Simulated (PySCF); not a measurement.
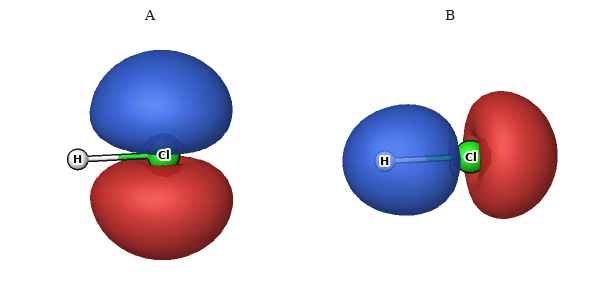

Figure 1: HCl (charge −1, doublet). Two frontier β-spin orbitals, each drawn at the value that holds 80 % of its norm (red and blue are the two phases), in no order; of a degenerate pair one member is drawn.

Level of theory: PBE0/aug-pcseg-1, non-relativistic, at a bond length of 1.356 Å (PySCF 2.14.0).

### Name the orbitals and rank them from lowest to highest energy.

Orbital B: σ, occupied in this spin, −8.22 eV; mainly on Cl (75 %).
Orbital A: π, occupied in this spin, −4.84 eV; almost wholly on Cl.
